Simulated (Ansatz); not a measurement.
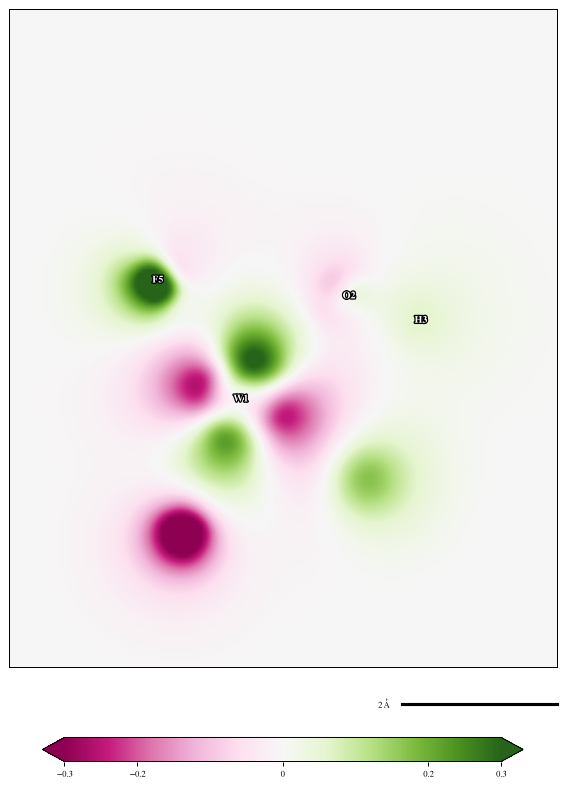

Figure. F$_{3}$H$_{3}$OW···HBr. One frontier orbital on the plane of atoms W1, O2 and H3 (values in Å⁻³ᐟ²; the overall sign is arbitrary).

Core potentials replace the inner electrons of W; not at a stationary point (largest force 1.4 eV/Å).

Theory: RKS B3LYP-D4/def2-SVP in Ansatz.

Input file:

```
crystal:
  periodic: [false, false, false]
  atoms:
    - { symbol: W, position_ang: [0.0, 0.0, 0.0] }
    - { symbol: O, position_ang: [0.0, 0.0, 2.29] }
    - { symbol: H, position_ang: [-0.9095, -0.2814, 2.6271] }
    - { symbol: H, position_ang: [1.72, 0.0, 0.0] }
    - { symbol: F, position_ang: [0.0, 1.85, 0.0] }
    - { symbol: H, position_ang: [-1.72, 0.0, 0.0] }
    - { symbol: F, position_ang: [0.0, -1.85, 0.0] }
    - { symbol: F, position_ang: [0.0, 0.0, -1.85] }
    - { symbol: Br, position_ang: [1.8861, 1.9648, 0.905] }
    - { symbol: H, position_ang: [0.9076, 0.9455, 2.1267] }
basis:
  gaussian: { orbitals: def2-SVP }
hamiltonian:
  xc: b3lyp
  dispersion: d4
relax:
  f_tol: 0.15
  max_steps: 25
  restrain:
    - { distance: [0, 8], at: 3.77, k: 30.0 }
    - { distance: [9, 1], at: 2.21, k: 30.0 }
    - { distance: [0, 1], at: 1.94, k: 30.0 }
    - { distance: [9, 8], at: 1.55, k: 30.0 }
output:
  orbitals: {}
```

Run with:

```sh
ansatz run input.yaml --threads 4 --pin off --max-ram 5120MiB --backend cpu --events-out ev --progress --plain --runs-dir out
```

The fields are those of the run's last geometry, not of the input's.

**Which orbital is it: HOMO or LUMO?**

The LUMO, at −4.09 eV. Its weight (Hirshfeld) is mainly on W1 (about 70 %), F8 (about 10 %) and F5 (about 10 %).
